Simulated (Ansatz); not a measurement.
## Geometry relaxation, with input and output: SiH4O3

The run: geometry relaxation of SiH4O3. Method and program: RKS PBE0-D4/def2-TZVP (Ansatz 0.2.0).

Figures and captions count atoms from 1; the log counts them from 0 in places.

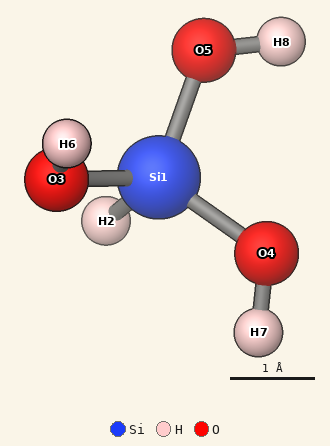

The input geometry (ball-and-stick view, seen at a tilt; atoms are numbered from 1 in the order of the input). Bond lengths as drawn: H–O 0.96 Å, H–Si 1.49 Å and O–Si 1.63 Å.

**Input**
```yaml
crystal:
  periodic: [false, false, false]
  atoms:
    - {symbol: Si, position_ang: [0.361926, -0.279129, -0.286175]}
    - {symbol: H, position_ang: [0.534709, 1.177388, -0.549464]}
    - {symbol: O, position_ang: [1.446270, -0.561240, 0.891757]}
    - {symbol: O, position_ang: [-1.194836, -0.591243, 0.087380]}
    - {symbol: O, position_ang: [0.720383, -1.196565, -1.583962]}
    - {symbol: H, position_ang: [1.629760, -1.470431, 1.134711]}
    - {symbol: H, position_ang: [-1.630819, 0.042460, 0.665179]}
    - {symbol: H, position_ang: [-0.015398, -1.457988, -2.140130]}
basis:
  gaussian: {orbitals: def2-TZVP}
hamiltonian: {xc: pbe0, dispersion: d4}
relax: {f_tol: 0.005, max_steps: 200}
```

Machine: 4 threads of Arm Neoverse V2, 23 GiB of memory available, shared host.

Run as:
```bash
ansatz run in.yaml --threads 4 --pin off --events-out ev --progress --plain --max-ram 9574MiB
```

**Log**
```
Functional definition: PBE0
  name "PBE0"
  cite "Adamo & Barone, J. Chem. Phys. 110, 6158 (1999) doi:10.1063/1.478522"
  cite "Perdew, Burke & Ernzerhof, Phys. Rev. Lett. 77, 3865 (1996) doi:10.1103/PhysRevLett.77.3865"
  parent pbe
  parameter a = 0.25
  parameter kappa = 0.804
  parameter beta = 0.06672455060314922
  exchange = (1 - a)*pbe_x(kappa = kappa, mu = beta*pi^2/3) + a*exact_x
  correlation = pbe_c(beta = beta)
897 factors; their error is unknown
mean field evaluation 1: about -14070.5347 eV, gradient 8.4e1 eV
mean field evaluation 2: about -14056.7453 eV, gradient 1.2e2 eV
mean field evaluation 4: about -14081.2091 eV, gradient 1.5e0 eV
mean field evaluation 8: about -14081.2136 eV, gradient 2.2e-2 eV
mean field evaluation 16: about -14081.2604 eV, gradient 4.8e-5 eV
mean field -14081.26035966 eV, -517.4767735963 hartree, gradient 4.8e-5 eV, S^2 0.000000; 0 other end points of the search recorded, 0 dependent functions left out
the calculation of the forces begins
reference -14081.26038553 eV, -517.4767745472 hartree; 21, 21 occupied and 133, 133 virtual orbitals, 897 factors
relax step   1: F+E_penalty+E_count = -14081.36960108 eV  Δ(F+E_penalty+E_count) = +0.000e0 eV  max|allowed force component| = 7.272e-1 eV/Å  Δτ_max = 0.0000 Å  (27 SCF iters, accepted)
these checks for a lower state are left out or cut short: starts, cluster_reference, orbital_swaps, neighbouring_geometries, increment
897 factors; their error is unknown
mean field -14081.27039667 eV, -517.4771424496 hartree, gradient 1.3e-5 eV, S^2 0.000000; 0 other end points of the search recorded, 0 dependent functions left out
the calculation of the forces begins
reference -14081.27042255 eV, -517.4771434009 hartree; 21, 21 occupied and 133, 133 virtual orbitals, 897 factors
relax step   2: F+E_penalty+E_count = -14081.37966245 eV  Δ(F+E_penalty+E_count) = -1.006e-2 eV  max|allowed force component| = 2.756e-1 eV/Å  Δτ_max = 0.0191 Å  (31 SCF iters, accepted)
these checks for a lower state are left out or cut short: starts, cluster_reference, orbital_swaps, neighbouring_geometries, increment
897 factors; their error is unknown
mean field -14081.27354332 eV, -517.4772580870 hartree, gradient 1.3e-5 eV, S^2 0.000000; 0 other end points of the search recorded, 0 dependent functions left out
the calculation of the forces begins
reference -14081.27356922 eV, -517.4772590388 hartree; 21, 21 occupied and 133, 133 virtual orbitals, 897 factors
relax step   3: F+E_penalty+E_count = -14081.38280170 eV  Δ(F+E_penalty+E_count) = -3.139e-3 eV  max|allowed force component| = 5.391e-2 eV/Å  Δτ_max = 0.0181 Å  (31 SCF iters, accepted)
these checks for a lower state are left out or cut short: starts, cluster_reference, orbital_swaps, neighbouring_geometries, increment
897 factors; their error is unknown
mean field evaluation 32: about -14081.1672 eV, gradient 4.7e0 eV
mean field -14081.27198779 eV, -517.4772009222 hartree, gradient 1.5e-5 eV, S^2 0.000000; 0 other end points of the search recorded, 0 dependent functions left out
the calculation of the forces begins
reference -14081.27201355 eV, -517.4772018691 hartree; 21, 21 occupied and 133, 133 virtual orbitals, 897 factors
relax step   4: F+E_penalty+E_count = -14081.38123054 eV  Δ(F+E_penalty+E_count) = +1.571e-3 eV  max|allowed force component| = 2.860e-1 eV/Å  Δτ_max = 0.0777 Å  (30 SCF iters, rejected (line search))
these checks for a lower state are left out or cut short: starts, cluster_reference, orbital_swaps, neighbouring_geometries, increment
897 factors; their error is unknown
mean field -14081.27477943 eV, -517.4773035131 hartree, gradient 1.3e-5 eV, S^2 0.000000; 0 other end points of the search recorded, 0 dependent functions left out
the calculation of the forces begins
reference -14081.27480528 eV, -517.4773044633 hartree; 21, 21 occupied and 133, 133 virtual orbitals, 897 factors
relax step   5: F+E_penalty+E_count = -14081.38404655 eV  Δ(F+E_penalty+E_count) = -1.245e-3 eV  max|allowed force component| = 2.331e-2 eV/Å  Δτ_max = 0.0384 Å  (30 SCF iters, accepted)
these checks for a lower state are left out or cut short: starts, cluster_reference, orbital_swaps, neighbouring_geometries, increment
897 factors; their error is unknown
mean field -14081.27446092 eV, -517.4772918083 hartree, gradient 1.3e-5 eV, S^2 0.000000; 0 other end points of the search recorded, 0 dependent functions left out
the calculation of the forces begins
reference -14081.27448675 eV, -517.4772927574 hartree; 21, 21 occupied and 133, 133 virtual orbitals, 897 factors
relax step   6: F+E_penalty+E_count = -14081.38374784 eV  Δ(F+E_penalty+E_count) = +2.987e-4 eV  max|allowed force component| = 1.003e-1 eV/Å  Δτ_max = 0.0331 Å  (30 SCF iters, rejected (line search))
these checks for a lower state are left out or cut short: starts, cluster_reference, orbital_swaps, neighbouring_geometries, increment
897 factors; their error is unknown
mean field -14081.27502890 eV, -517.4773126812 hartree, gradient 1.3e-5 eV, S^2 0.000000; 0 other end points of the search recorded, 0 dependent functions left out
the calculation of the forces begins
reference -14081.27505475 eV, -517.4773136309 hartree; 21, 21 occupied and 133, 133 virtual orbitals, 897 factors
relax step   7: F+E_penalty+E_count = -14081.38430856 eV  Δ(F+E_penalty+E_count) = -2.620e-4 eV  max|allowed force component| = 3.612e-2 eV/Å  Δτ_max = 0.0161 Å  (31 SCF iters, accepted)
these checks for a lower state are left out or cut short: starts, cluster_reference, orbital_swaps, neighbouring_geometries, increment
897 factors; their error is unknown
mean field evaluation 64: about -14081.2750 eV, gradient 4.4e-3 eV
mean field -14081.27504878 eV, -517.4773134116 hartree, gradient 1.3e-5 eV, S^2 0.000000; 0 other end points of the search recorded, 0 dependent functions left out
the calculation of the forces begins
reference -14081.27507462 eV, -517.4773143612 hartree; 21, 21 occupied and 133, 133 virtual orbitals, 897 factors
relax step   8: F+E_penalty+E_count = -14081.38433278 eV  Δ(F+E_penalty+E_count) = -2.422e-5 eV  max|allowed force component| = 7.550e-3 eV/Å  Δτ_max = 0.0066 Å  (31 SCF iters, accepted)
these checks for a lower state are left out or cut short: starts, cluster_reference, orbital_swaps, neighbouring_geometries, increment
897 factors; their error is unknown
mean field -14081.27505288 eV, -517.4773135621 hartree, gradient 1.3e-5 eV, S^2 0.000000; 0 other end points of the search recorded, 0 dependent functions left out
the calculation of the forces begins
reference -14081.27507871 eV, -517.4773145114 hartree; 21, 21 occupied and 133, 133 virtual orbitals, 897 factors
relax step   9: F+E_penalty+E_count = -14081.38433520 eV  Δ(F+E_penalty+E_count) = -2.419e-6 eV  max|allowed force component| = 1.137e-2 eV/Å  Δτ_max = 0.0032 Å  (32 SCF iters, accepted)
these checks for a lower state are left out or cut short: starts, cluster_reference, orbital_swaps, neighbouring_geometries, increment
897 factors; their error is unknown
mean field -14081.27503217 eV, -517.4773128012 hartree, gradient 1.3e-5 eV, S^2 0.000000; 0 other end points of the search recorded, 0 dependent functions left out
the calculation of the forces begins
reference -14081.27505800 eV, -517.4773137506 hartree; 21, 21 occupied and 133, 133 virtual orbitals, 897 factors
relax step  10: F+E_penalty+E_count = -14081.38431138 eV  Δ(F+E_penalty+E_count) = +2.382e-5 eV  max|allowed force component| = 3.752e-2 eV/Å  Δτ_max = 0.0034 Å  (31 SCF iters, rejected (line search))
these checks for a lower state are left out or cut short: starts, cluster_reference, orbital_swaps, neighbouring_geometries, increment
897 factors; their error is unknown
mean field -14081.27505994 eV, -517.4773138218 hartree, gradient 1.3e-5 eV, S^2 0.000000; 0 other end points of the search recorded, 0 dependent functions left out
the calculation of the forces begins
reference -14081.27508578 eV, -517.4773147713 hartree; 21, 21 occupied and 133, 133 virtual orbitals, 897 factors
relax step  11: F+E_penalty+E_count = -14081.38434268 eV  Δ(F+E_penalty+E_count) = -7.476e-6 eV  max|allowed force component| = 3.011e-3 eV/Å  Δτ_max = 0.0017 Å  (32 SCF iters, accepted)
897 factors; their error is unknown
mean field evaluation 96: about -14056.5529 eV, gradient 1.2e2 eV
```

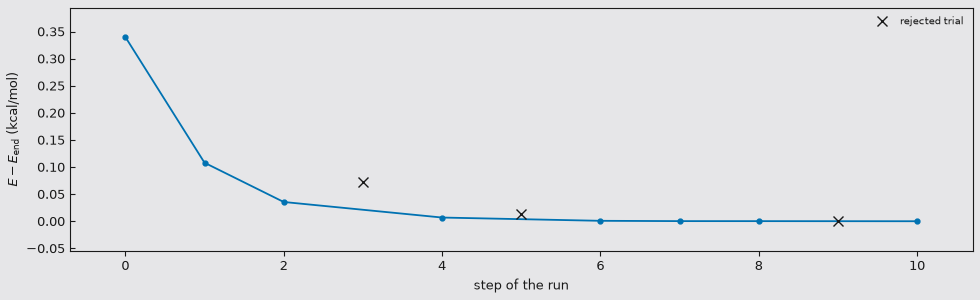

Progress of the relaxation, step by step (the first geometry is step 0 here and step 1 in the log).

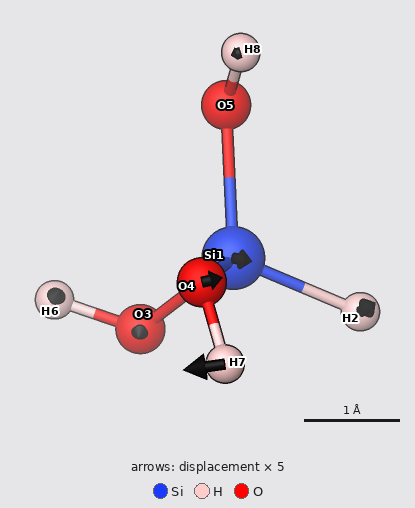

The starting structure with the displacements as black arrows, magnified 5 times (ball-and-stick view, seen at a tilt). The two geometries are laid on each other by the best rigid fit. The largest move after the best rigid fit is that of H7, 0.091 Å. Largest moves by element: H 0.091 Å, O 0.046 Å, Si 0.045 Å. Among the contacts that change: Si1–H2 1.490 → 1.476 Å, Si1–O4 1.631 → 1.641 Å, Si1–O3 1.626 → 1.630 Å. The energy falls by 0.34 kcal/mol in 10 geometry steps. Largest force component: 0.73 eV/Å at the start, 0.003 eV/Å at the end. The line search rejected the trial steps at points 3, 5, 9 (counted from 0) and went back. (Atoms are counted from 1 in the order of the input.)

```
mean field -14081.27505994 eV, -517.4773138218 hartree, gradient 1.3e-5 eV, S^2 0.000000; 1 other end points of the search recorded, 0 dependent functions left out
the calculation of the forces begins
reference -14081.27508578 eV, -517.4773147713 hartree; 21, 21 occupied and 133, 133 virtual orbitals, 897 factors
Total energy: -14081.38436851 eV, -517.4813308378 hartree
Atom 0 at     0.375515    -0.239627    -0.302181 Å, force     0.001802    -0.001952     0.000452 eV/Å
Atom 1 at     0.562976     1.196951    -0.582870 Å, force    -0.000527    -0.000399     0.000249 eV/Å
Atom 2 at     1.419110    -0.557321     0.909016 Å, force     0.000010    -0.000626    -0.000084 eV/Å
Atom 3 at    -1.194331    -0.559518     0.054362 Å, force    -0.002190     0.002752     0.002276 eV/Å
Atom 4 at     0.724855    -1.203448    -1.573573 Å, force    -0.001323     0.000915     0.000664 eV/Å
Atom 5 at     1.596086    -1.477622     1.112343 Å, force    -0.000194     0.001503    -0.000332 eV/Å
Atom 6 at    -1.619490    -0.024299     0.725536 Å, force     0.002080    -0.002194    -0.003011 eV/Å
Atom 7 at    -0.012727    -1.471864    -2.123336 Å, force     0.000341     0.000000    -0.000213 eV/Å
Dipole moment:    -0.317231    -0.096192     0.089326 e Å
```

**Trajectory as extended XYZ (Å, eV, eV/Å), 11 frames, from step=1 to step=11**
```
8
Properties=species:S:1:pos:R:3:forces:R:3 step=1 energy=-14081.36960
Si    0.3619   -0.2791   -0.2862    0.3685   0.7272  -0.2158
H     0.5347    1.1774   -0.5495   -0.0701  -0.2062   0.0227
O     1.4463   -0.5612    0.8918    0.0062  -0.1674   0.1230
O    -1.1948   -0.5912    0.0874   -0.3358   0.0075   0.2028
O     0.7204   -1.1966   -1.5840   -0.0603  -0.1853  -0.0349
H     1.6298   -1.4704    1.1347    0.0128  -0.0062   0.0020
H    -1.6308    0.0425    0.6652    0.0572  -0.1690  -0.1001
H    -0.0154   -1.4580   -2.1401    0.0217  -0.0006   0.0003
8
Properties=species:S:1:pos:R:3:forces:R:3 step=2 energy=-14081.37966
Si    0.3686   -0.2618   -0.2904    0.2244   0.2756  -0.1036
H     0.5329    1.1860   -0.5567   -0.0173  -0.0755   0.0086
O     1.4438   -0.5646    0.8933    0.0056  -0.0527   0.0790
O    -1.1893   -0.5886    0.0843   -0.1828   0.0012   0.0883
O     0.7209   -1.1993   -1.5778   -0.0239  -0.0913  -0.0347
H     1.6196   -1.4775    1.1285   -0.0061   0.0098  -0.0220
H    -1.6290    0.0307    0.6702   -0.0088  -0.0710  -0.0155
H    -0.0156   -1.4616   -2.1321    0.0089   0.0039  -0.0001
8
Properties=species:S:1:pos:R:3:forces:R:3 step=3 energy=-14081.38280
Si    0.3748   -0.2492   -0.2948   -0.0075  -0.0539  -0.0112
H     0.5401    1.1922   -0.5641    0.0025   0.0051  -0.0087
O     1.4400   -0.5642    0.8965    0.0031   0.0378   0.0299
O    -1.1887   -0.5849    0.0813    0.0243   0.0483  -0.0063
O     0.7219   -1.2042   -1.5740   -0.0043   0.0060   0.0110
H     1.6110   -1.4799    1.1220   -0.0065  -0.0152  -0.0186
H    -1.6320    0.0168    0.6813   -0.0063  -0.0317   0.0048
H    -0.0151   -1.4633   -2.1289   -0.0052   0.0037  -0.0009
8
Properties=species:S:1:pos:R:3:forces:R:3 step=4 energy=-14081.38123 accepted=F
Si    0.3790   -0.2366   -0.3016    0.0831   0.0257  -0.0616
H     0.5734    1.1940   -0.5890   -0.0164   0.0719  -0.0032
O     1.4283   -0.5493    0.9069   -0.0666   0.0171  -0.0357
O    -1.1879   -0.5591    0.0542    0.1232  -0.2345  -0.2587
O     0.7254   -1.1985   -1.5759   -0.0018  -0.0021   0.0301
H     1.5696   -1.4743    1.1115    0.0629  -0.0844   0.0654
H    -1.6166   -0.0436    0.7278   -0.1759   0.2241   0.2860
H    -0.0192   -1.4693   -2.1146   -0.0085  -0.0178  -0.0224
8
Properties=species:S:1:pos:R:3:forces:R:3 step=5 energy=-14081.38405
Si    0.3775   -0.2427   -0.2992    0.0034  -0.0233  -0.0050
H     0.5537    1.1951   -0.5774    0.0046   0.0132  -0.0022
O     1.4322   -0.5583    0.9030   -0.0193   0.0107  -0.0048
O    -1.1888   -0.5717    0.0661    0.0056   0.0044  -0.0097
O     0.7240   -1.2038   -1.5738   -0.0015   0.0056   0.0090
H     1.5942   -1.4788    1.1169    0.0115  -0.0087   0.0041
H    -1.6254   -0.0104    0.7076   -0.0035   0.0003   0.0128
H    -0.0155   -1.4660   -2.1239   -0.0009  -0.0022  -0.0042
8
Properties=species:S:1:pos:R:3:forces:R:3 step=6 energy=-14081.38375 accepted=F
Si    0.3701   -0.2424   -0.2983    0.0038  -0.0225   0.0145
H     0.5652    1.1910   -0.5822   -0.0100   0.0311  -0.0066
O     1.4078   -0.5604    0.9167    0.0099   0.1000  -0.0036
O    -1.2017   -0.5540    0.0534    0.0067  -0.0215  -0.0311
O     0.7229   -1.2125   -1.5630    0.0111  -0.0085  -0.0212
H     1.6219   -1.4750    1.0991    0.0028  -0.1003   0.0149
H    -1.6266   -0.0175    0.7224   -0.0206   0.0253   0.0310
H    -0.0076   -1.4659   -2.1289   -0.0036  -0.0036   0.0021
8
Properties=species:S:1:pos:R:3:forces:R:3 step=7 energy=-14081.38431
Si    0.3752   -0.2411   -0.3004    0.0027   0.0078   0.0005
H     0.5607    1.1958   -0.5821   -0.0011  -0.0040  -0.0001
O     1.4206   -0.5572    0.9097    0.0041  -0.0361   0.0027
O    -1.1942   -0.5611    0.0572   -0.0060   0.0002   0.0003
O     0.7247   -1.2068   -1.5705   -0.0029   0.0030   0.0012
H     1.6005   -1.4784    1.1094   -0.0048   0.0325  -0.0035
H    -1.6234   -0.0196    0.7207    0.0057  -0.0017  -0.0016
H    -0.0122   -1.4683   -2.1246    0.0024  -0.0017   0.0006
8
Properties=species:S:1:pos:R:3:forces:R:3 step=8 energy=-14081.38433
Si    0.3752   -0.2396   -0.3019    0.0012  -0.0042  -0.0041
H     0.5629    1.1971   -0.5812   -0.0018   0.0025  -0.0023
O     1.4193   -0.5573    0.9088    0.0008  -0.0027   0.0024
O    -1.1945   -0.5600    0.0543   -0.0041   0.0071   0.0076
O     0.7242   -1.2029   -1.5736    0.0052  -0.0027  -0.0047
H     1.5967   -1.4776    1.1118    0.0000   0.0008   0.0002
H    -1.6193   -0.0232    0.7244   -0.0010  -0.0042  -0.0029
H    -0.0125   -1.4734   -2.1234   -0.0004   0.0034   0.0037
8
Properties=species:S:1:pos:R:3:forces:R:3 step=9 energy=-14081.38434
Si    0.3755   -0.2394   -0.3021    0.0008   0.0037  -0.0009
H     0.5630    1.1969   -0.5836    0.0020   0.0003   0.0012
O     1.4187   -0.5573    0.9095   -0.0049   0.0072  -0.0045
O    -1.1946   -0.5581    0.0537    0.0050  -0.0114  -0.0086
O     0.7250   -1.2036   -1.5731    0.0022   0.0002   0.0019
H     1.5956   -1.4777    1.1113    0.0034  -0.0078   0.0038
H    -1.6191   -0.0254    0.7268   -0.0056   0.0088   0.0093
H    -0.0121   -1.4721   -2.1232   -0.0029  -0.0009  -0.0022
8
Properties=species:S:1:pos:R:3:forces:R:3 step=10 energy=-14081.38431 accepted=F
Si    0.3768   -0.2402   -0.3027   -0.0375   0.0072   0.0183
H     0.5640    1.1964   -0.5827    0.0006   0.0022  -0.0014
O     1.4191   -0.5569    0.9096    0.0063  -0.0041  -0.0018
O    -1.1939   -0.5604    0.0535    0.0208   0.0040  -0.0063
O     0.7240   -1.2033   -1.5744    0.0082  -0.0085  -0.0100
H     1.5966   -1.4767    1.1144   -0.0008  -0.0006   0.0001
H    -1.6194   -0.0254    0.7245    0.0007   0.0018   0.0018
H    -0.0151   -1.4704   -2.1228    0.0017  -0.0020  -0.0007
8
Properties=species:S:1:pos:R:3:forces:R:3 step=11 energy=-14081.38434
Si    0.3755   -0.2396   -0.3022    0.0018  -0.0020   0.0005
H     0.5630    1.1970   -0.5829   -0.0005  -0.0004   0.0002
O     1.4191   -0.5573    0.9090    0.0000  -0.0006  -0.0001
O    -1.1943   -0.5595    0.0544   -0.0022   0.0028   0.0023
O     0.7249   -1.2034   -1.5736   -0.0013   0.0009   0.0007
H     1.5961   -1.4776    1.1123   -0.0002   0.0015  -0.0003
H    -1.6195   -0.0243    0.7255    0.0021  -0.0022  -0.0030
H    -0.0127   -1.4719   -2.1233    0.0003   0.0000  -0.0002
```

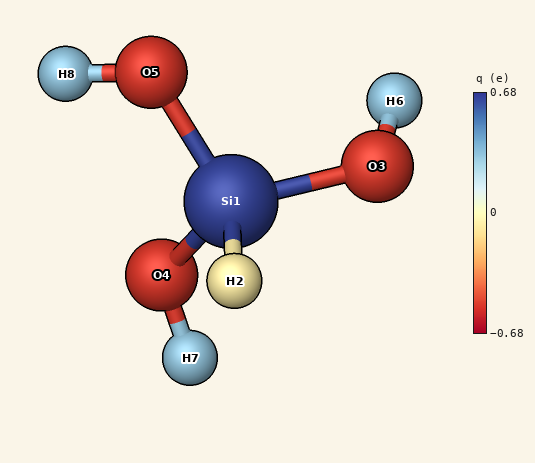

Mulliken charges, as the colour of each atom (ball-and-stick view, seen at a tilt; atoms are numbered from 1 in the order of the input). By element: Si +0.65, H −0.07 to +0.33 and O −0.52 e.

**Results in brief**

| quantity | value |
| --- | --- |
| outcome | converged |
| total energy | −14081.3844 eV |
| mean-field energy | −14081.2751 eV |
| dispersion energy | −0.1093 eV |
| SCF solution under orbital rotations | stable |
| largest force (length of the vector) at the end | 0.004 eV/Å |
| dipole moment | 1.65 D |
| wall time | 17 s (CPU time 60 s) |
| peak memory | 0.51 GiB |
